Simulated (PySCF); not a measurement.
Breaking a bond: GeSe, singlet.

Computed with: UCCSD(T) = PySCF with CCSD(T) on UHF/cc-pVDZ, 18 core orbitals frozen; UMP2 = PySCF with MP2 on UHF/cc-pVDZ, 18 core orbitals frozen; UHF/cc-pVDZ (PySCF).

Energies are in kJ/mol, each relative to the lowest point of its own curve near equilibrium.

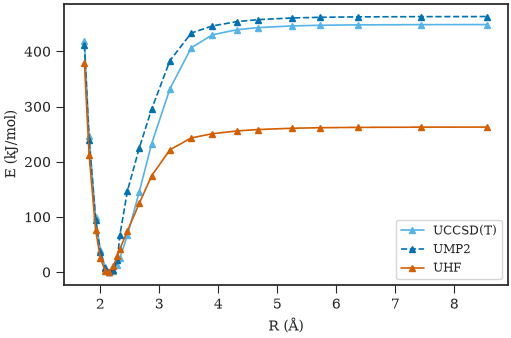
Figure: Energy against bond length for each method.

```csv
R / Å,UCCSD(T),UMP2,UHF
1.73,418.9,410.6,379.2
1.81,245.8,239.0,212.8
1.92,99.2,94.6,76.3
2.00,40.2,37.2,25.1
2.08,9.3,8.0,2.7
2.14,0.0,0.0,0.0
2.22,1.1,3.1,10.4
2.29,12.6,21.6,29.2
2.33,25.0,66.3,41.6
2.46,66.9,147.5,74.5
2.66,145.6,224.7,124.7
2.87,232.8,295.5,174.6
3.18,332.3,383.2,221.7
3.54,406.4,433.0,243.1
3.90,430.0,446.1,250.8
4.32,439.3,453.9,255.8
4.67,443.0,457.4,258.3
5.25,446.1,460.5,260.6
5.72,447.3,461.7,261.6
6.36,448.0,462.5,262.3
7.43,448.4,462.9,262.6
8.56,448.6,463.1,262.8
```

At the longest distance, 8.56 Å, UMP2 lies highest above its minimum (463.1 kJ/mol) and UHF lowest (262.8 kJ/mol).

The unrestricted solution behind UCCSD(T), UMP2, UHF changes between 2.87 and 3.18 Å and between 3.18 and 3.54 Å, which can leave a kink. The unrestricted determinant behind UCCSD(T), UMP2, UHF is spin-contaminated at 2.29 to 8.56 Å (<S²> up to 2.0, against 0.00 for a pure singlet).
